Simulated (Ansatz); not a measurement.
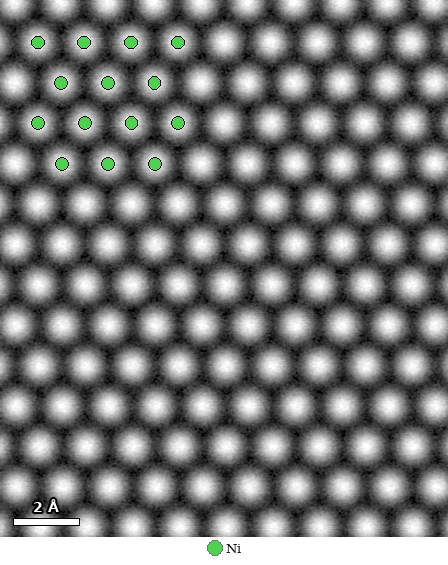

Integrated-DPC-like image of Ni (Fm-3m, No. 225) along [111]. Simulated as the projected potential of neutral atoms (B = 0.3 Å²) blurred by a 0.71 Å probe, the thin-sample limit of integrated differential phase contrast. The display is stretched by a gamma of 0.65; percentages refer to the linear signal. Shot noise and a slight drift were added. Structure used: the input geometry of a calculation.

Coloured dots in one corner mark the columns of the model.

What can be read from this image?

Answer. The columns repeat on a hexagonal net with a repeat of 1.46 Å (plane group p6mm). All columns are alike (Ni). The shortest distance between visible columns is 1.46 Å in projection. Along the beam the structure repeats every 6.19 Å.
